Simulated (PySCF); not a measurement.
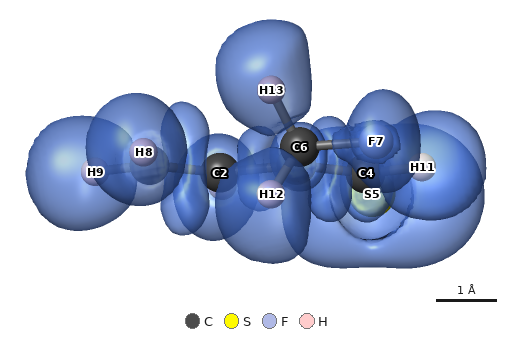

Figure 1: C5H6FS (SMILES C=C[C](C=S)CF) (doublet). Isosurface of the electron localisation function at 0.75 (blue), seen from one side. Core shells and regions of very low density are left out.

Geometry: GFN2-xTB.

Theory: PySCF 2.14.0, density-fitted response routines, UKS B3LYP, pcH-1 on C F H S, non-relativistic, mean-field spin-orbit, GIAO.

The calculation's input:

```
{"job": {"kind": "epr", "basis": "pcH-1"}, "charge": 0, "multiplicity": 2}
C     -2.001530     0.126903    -0.298767
C     -0.925547    -0.659599    -0.189124
C      0.421090    -0.223649     0.047993
C      1.458289    -1.111215     0.137805
S      1.333597    -2.787913    -0.005695
C      0.683170     1.248591     0.196431
F      2.005377     1.522867     0.421491
H     -1.952990     1.198734    -0.212626
H     -2.975409    -0.292357    -0.480490
H     -1.039114    -1.732156    -0.283360
H      2.458852    -0.737595     0.315488
H      0.128205     1.659028     1.049368
H      0.401621     1.788848    -0.716243
```

Command:

```sh
OMP_NUM_THREADS=1 python probes_run.py task.json out
```

> What do the ELF domains correspond to?

The ELF exceeds this value in four regions between bonded C–C atoms (shared pairs), one region between bonded C–S atoms (shared pairs), six regions around hydrogen nuclei, one region on F in which the atom's valence shell and bonds are merged and one ring or bowl of non-bonding electrons around S. Profiles from the grid: C–C (1.34 Å): the ELF peaks at about 0.95 between the atoms; a short, multiple covalent bond. C–F (1.37 Å): the ELF peaks at about 0.85 between the atoms: a shared but strongly polarised pair.
